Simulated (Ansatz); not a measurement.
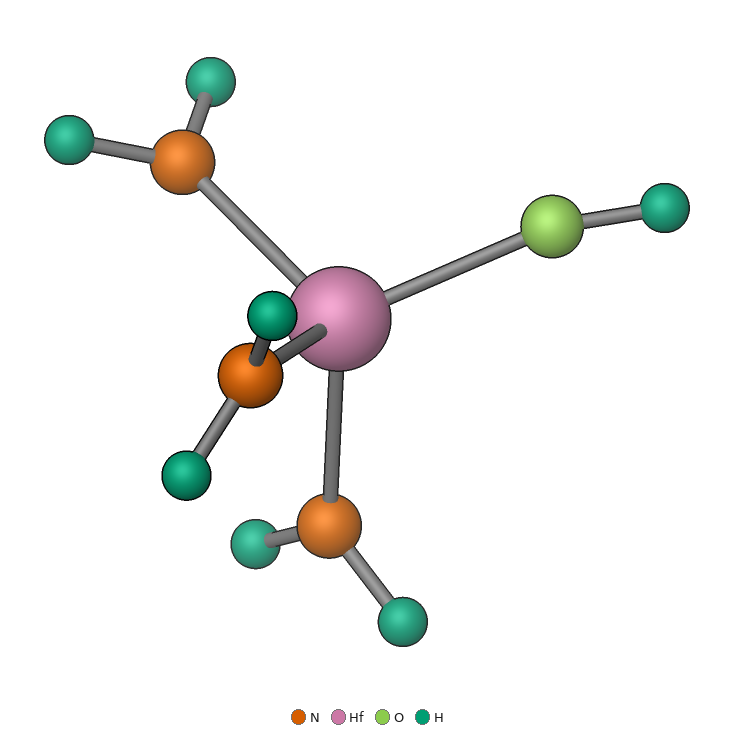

The picture shows a molecular structure as a ball-and-stick model.

Charge 0, singlet. Computed geometry: PBE0-D4/def2-TZVP optimisation.

Question: Give the formula.

Answer: H7HfN3O, 12 atoms: 7 hydrogen, 1 hafnium, 3 nitrogen and 1 oxygen.

Question: How many bonds of each kind are drawn?

Answer: 6 N–H, 3 Hf–N, 1 Hf–O, 1 O–H.

Question: Give a SMILES string for it.

Answer: [NH2][Hf]([NH2])([NH2])[OH]

More results for the same structure follow; atom numbers are the same in all pictures, views and colours differ.

## Electronic properties

Method: RKS HSE06 (plane-wave form)-D4/def2-TZVPP, core potentials on Hf (Ansatz 0.2.0).

Question: What is the dispersion correction?

Answer: −17.0 kJ/mol.

Question: Give the HOMO energy (Kohn–Sham orbital) at this level.

Answer: −6.29 eV.

Question: Give the HOMO–LUMO gap at this level.

Answer: 6.08 eV.

## Charges

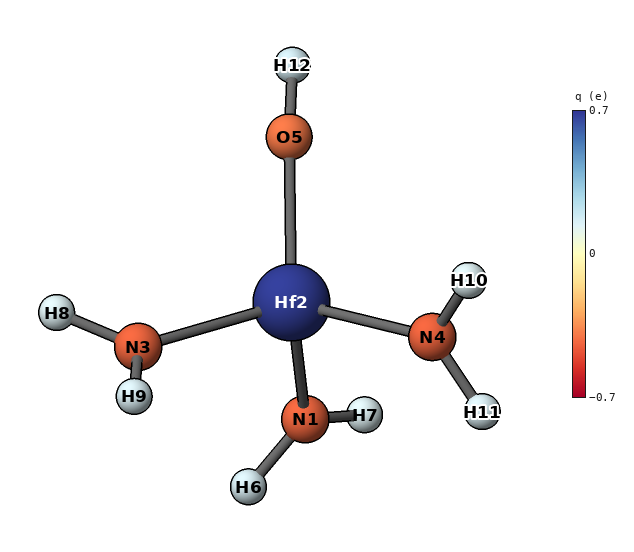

Atoms are coloured by their Mulliken charges. Properties computed with RKS PBE-D4/def2-TZVPP, core potentials on Hf (Ansatz 0.2.0).

Question: Which atom carries the highest charge (most positive or least negative)?

Answer: Hf2 (0.68 e).

Question: And the lowest?

Answer: N1, N3, N4 (−0.43 e).

Give the Mulliken charges atom by atom.

| atom | value (e) |
| --- | --- |
| N1 | −0.43 |
| Hf2 | 0.68 |
| N3 | −0.43 |
| N4 | −0.43 |
| O5 | −0.39 |
| H6 | 0.15 |
| H7 | 0.13 |
| H8 | 0.13 |
| H9 | 0.15 |
| H10 | 0.13 |
| H11 | 0.15 |
| H12 | 0.17 |

## Vibrations

Harmonic vibrations computed with RKS PBE0-D4/def2-TZVP, core potentials on Hf (Ansatz 0.2.0) at a stationary point of the same level.

Question: How many vibrational modes are there, and where do they lie?

Answer: 30 modes: 53, 106, 150, 151, 153, 175, 199, 267, 273, 341, 427, 440, 444, 487, 502, 506, 607, 609, 628, 677, 1542, 1543, 1545, 3568, 3569, 3571, 3660, 3661, 3662, 4029 cm⁻¹.

Mulliken values depend strongly on the basis set and can even reverse the polarity of a bond.
